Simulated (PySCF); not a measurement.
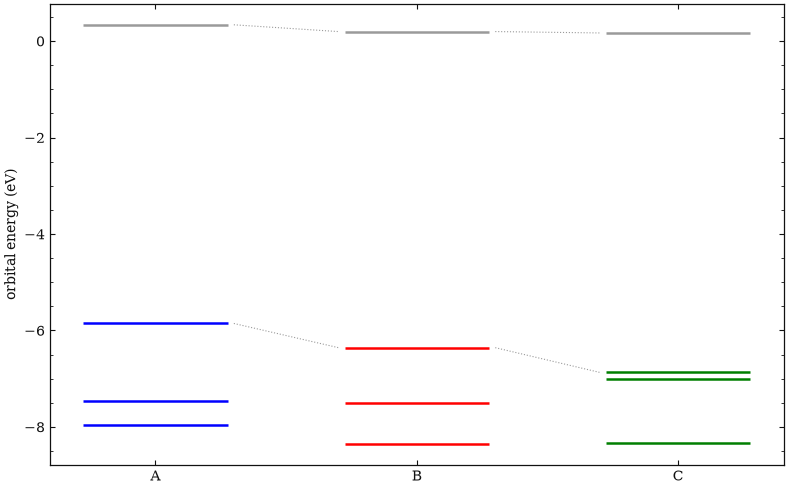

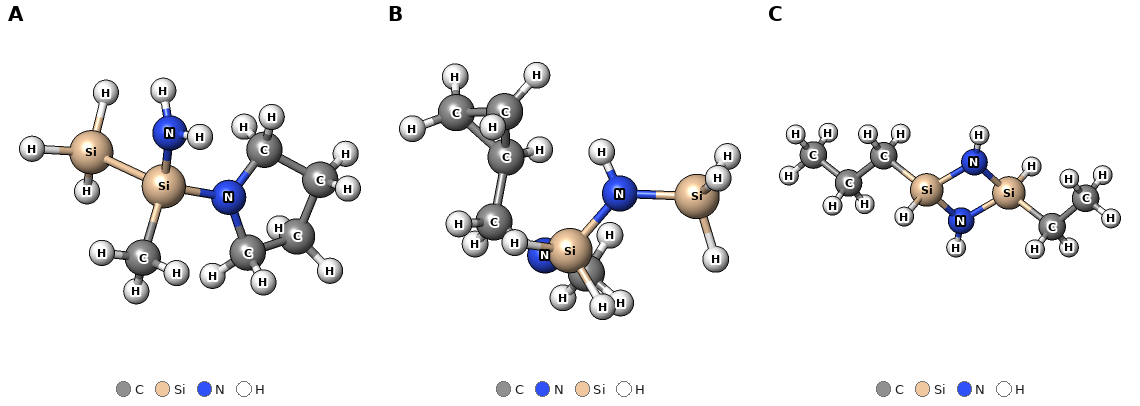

Related molecules: A is C₅H₁₆N₂Si₂, SMILES C[Si@](N)([SiH3])N1CCCC1; B is C₅H₁₆N₂Si₂, SMILES CN(CC1CC1)[SiH2]N[SiH3]; C is C₅H₁₆N₂Si₂, SMILES CCC[Si@H]1N[Si@H](CC)N1. Frontier orbital energies, PBE0/def2-SVPD with PySCF 2.14.0, at a PBE0-D3(BJ)/def2-SVP geometry (no frequency check); drawn are at most three filled levels and, in grey, the LUMO with any level within 0.03 eV of it; dotted lines join the HOMOs and the LUMOs.

Question: What does the change do to the frontier levels?

Answer: From A to B the HOMO falls by 0.50 eV and the LUMO falls by 0.14 eV, so the separation goes from 6.19 to 6.55 eV. From A to C the HOMO falls by 1.02 eV and the LUMO falls by 0.17 eV, so the separation goes from 6.19 to 7.04 eV.

Question: Does the ΔSCF ionisation energy follow the HOMO?

Answer: A: −ε(HOMO) 5.85, ΔSCF 7.44 eV; B: −ε(HOMO) 6.36, ΔSCF 7.99 eV; C: −ε(HOMO) 6.87, ΔSCF 8.47 eV.

Limits of at least one run: empty levels above zero depend strongly on the basis; one conformer of a flexible molecule.
